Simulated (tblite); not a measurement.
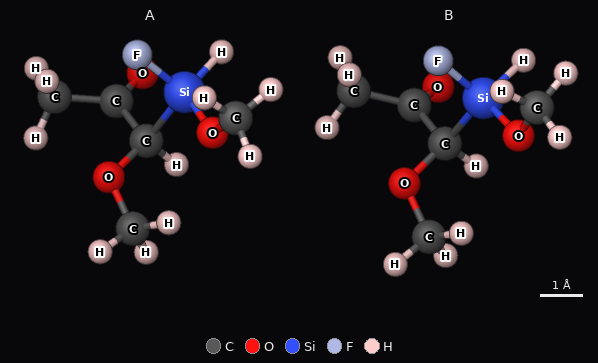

Two geometries of C$_{5}$H$_{11}$FO$_{3}$Si, drawn at one scale. One is the start of a relaxation, the other its converged end. A ball-and-stick model, seen from a free direction.

Computed with GFN2-xTB geometry optimisation, gas phase (tblite 0.8.0). 

Question: Which geometry has the lower energy?

Answer: Structure A is the relaxed one. An H atom moves most after the best rigid fit: 0.56 Å. Largest moves by element: H 0.56 Å, O 0.39 Å, C 0.28 Å, F 0.23 Å, Si 0.18 Å. Some distances before and after: O–Si 1.680 → 1.609 Å, C–C 1.548 → 1.502 Å, C–O 1.435 → 1.404 Å, H–Si 1.477 → 1.448 Å. Among the angles between lasting bonds that change: Si–O–C 117.6° → 128.2°, O–Si–H 107.7° → 115.9°, O–C–Si 119.2° → 112.0°. The energy falls by 34.9 kJ/mol in 76 geometry steps. The run took 1.3 s on 1 thread of Intel(R) Xeon(R) Processor @ 2.70GHz, on a shared host.
